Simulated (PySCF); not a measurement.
C$_{2}$H$_{7}$ClO$_{2}$Si: NMR shielding calculation

C$_{2}$H$_{7}$ClO$_{2}$Si, SMILES CO[SiH](Cl)OC, computed with GIAO B3LYP/pcSseg-1 NMR shielding, non-relativistic, gas phase (PySCF 2.14.0).

The geometry comes from this level: PBE0-D3(BJ)/def2-SVP. Figures and captions count atoms from 1; the log counts them from 0 in places.

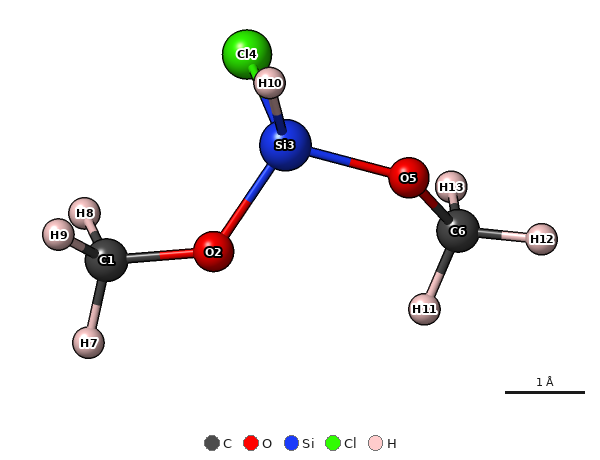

Figure 1. The structure as given in the input (ball-and-stick view, seen at a tilt; atoms are numbered from 1 in the order of the input). Bond lengths as drawn: Cl–Si 2.07 Å, C–H 1.10 Å, C–O 1.40 to 1.41 Å, H–Si 1.48 Å and O–Si 1.63 to 1.64 Å.

### Key numbers

| quantity | value |
| --- | --- |
| outcome | converged |
| total energy | −980.675677 hartree |
| HOMO | −8.33 eV |
| LUMO | 0.91 eV |
| dipole moment | 1.42 D |
| isotropic shielding, C | 127.1 to 128.0 ppm |
| isotropic shielding, O | 283.0 to 284.5 ppm |
| isotropic shielding, Si | 380.2 ppm |
| isotropic shielding, Cl | 903.2 ppm |
| isotropic shielding, H | 26.6 to 27.8 ppm |
| hardware | 1 CPU thread, shared host |
| wall time | 25 s |
| peak memory | 0.85 GiB |

### Input file
```
{"job": {"kind": "nmr", "xc": "B3LYP", "basis": "pcSseg-1", "pop": false}, "charge": 0, "multiplicity": 1}
C     -2.183959    -0.727653    -0.544126
O     -0.960880    -0.482067     0.096017
Si    -0.126135     0.930225     0.190615
Cl    -0.128623     1.772080    -1.704270
O      1.406304     0.615117     0.663965
C      2.331566    -0.182018    -0.033566
H     -2.328929    -1.815355    -0.619386
H     -2.203395    -0.300711    -1.561602
H     -3.030810    -0.307399     0.026214
H     -0.696154     1.898218     1.148160
H      1.979302    -1.223164    -0.122214
H      3.280896    -0.177889     0.520749
H      2.516325     0.212825    -1.047431
```

The first line tells a small driver script what to run in PySCF; the rest is the geometry in Å.

Run as:
```bash
OMP_NUM_THREADS=1 python <driver script> task.json out
```

### Output
```
coarse grid: 11936 points
cycle   1  E = -980.4564702152  dE =  6.250e-01  |g| = 9.610e-01  |ddm| = 3.126e+00
cycle   2  E = -980.1399098068  dE =  3.166e-01  |g| = 1.623e+00  |ddm| = 1.938e+00
cycle   3  E = -980.6161435263  dE = -4.762e-01  |g| = 1.196e-01  |ddm| = 1.375e+00
cycle   4  E = -980.6187983918  dE = -2.655e-03  |g| = 5.027e-02  |ddm| = 1.601e-01
cycle   5  E = -980.6193291024  dE = -5.307e-04  |g| = 7.288e-03  |ddm| = 5.574e-02
cycle   6  E = -980.6193391713  dE = -1.007e-05  |g| = 3.070e-03  |ddm| = 8.918e-03
cycle   7  E = -980.6193408580  dE = -1.687e-06  |g| = 9.581e-04  |ddm| = 2.757e-03
final grid: 106112 points
cycle   8  E = -980.6756692582  dE = -1.973e-05  |g| = 6.224e-03  |ddm| = 1.367e-02
cycle   9  E = -980.6756632174  dE =  6.041e-06  |g| = 8.508e-03  |ddm| = 8.286e-03
cycle  10  E = -980.6756768699  dE = -1.365e-05  |g| = 1.036e-03  |ddm| = 4.885e-03
cycle  11  E = -980.6756770765  dE = -2.066e-07  |g| = 1.590e-04  |ddm| = 8.405e-04
cycle  12  E = -980.6756770813  dE = -4.779e-09  |g| = 3.844e-05  |ddm| = 1.439e-04
cycle  13  E = -980.6756770814  dE = -1.694e-10  |g| = 2.336e-05  |ddm| = 4.462e-05
```

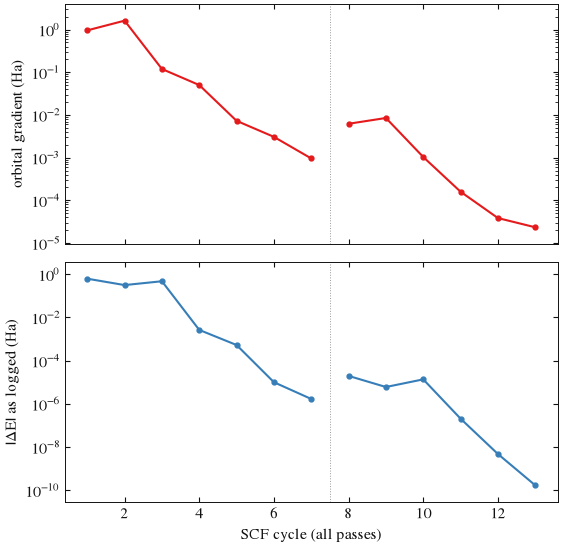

Figure 2. Convergence of the self-consistent field: orbital gradient and size of the energy change against the SCF cycle. The dotted line marks the change from a coarse to the final integration grid. The first 7 cycles use a coarse grid, the final grid takes over at cycle 8, and the field converges after 13 cycles in all.

```
converged SCF energy = -980.6756770814

GIAO shielding tensors (ppm)
atom      isotropic    diamagn.    paramagn.     s11        s22        s33       span
  0 C      127.132     239.681    -112.549    100.806    102.664    177.926     77.120
  1 O      284.509     401.720    -117.211    217.685    293.086    342.757    125.072
  2 Si     380.166     880.466    -500.299    362.588    369.511    408.400     45.812
  3 Cl     903.179    1150.535    -247.355    810.109    859.479   1039.950    229.842
  4 O      283.005     396.902    -113.897    208.039    312.752    328.225    120.185
  5 C      128.001     242.490    -114.489    101.715    104.334    177.953     76.238
  6 H       27.670      27.831      -0.162     23.444     25.386     34.178     10.734
  7 H       27.637      28.656      -1.019     22.739     27.315     32.858     10.119
  8 H       27.818      27.372       0.446     23.786     25.110     34.558     10.772
  9 H       26.610      29.336      -2.725     22.935     23.659     33.237     10.302
 10 H       27.686      30.192      -2.506     23.169     26.011     33.877     10.708
 11 H       27.734      27.288       0.447     23.466     25.414     34.324     10.858
 12 H       27.591      29.056      -1.465     22.869     26.647     33.258     10.390
```

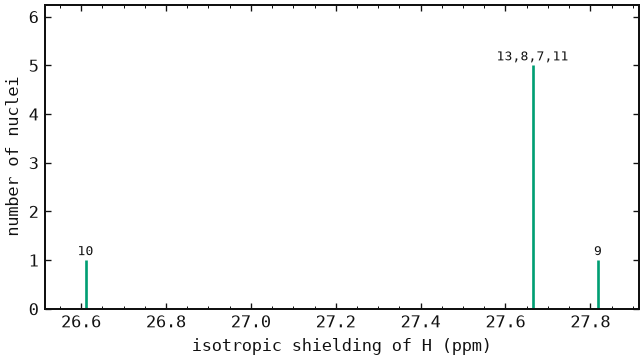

Figure 3. Isotropic shieldings of the hydrogen nuclei in this fixed geometry, labelled by atom number; shielding grows to the right, so chemical shift grows to the left. The least shielded is H10 (26.6 ppm), the most shielded H9 (27.8 ppm).
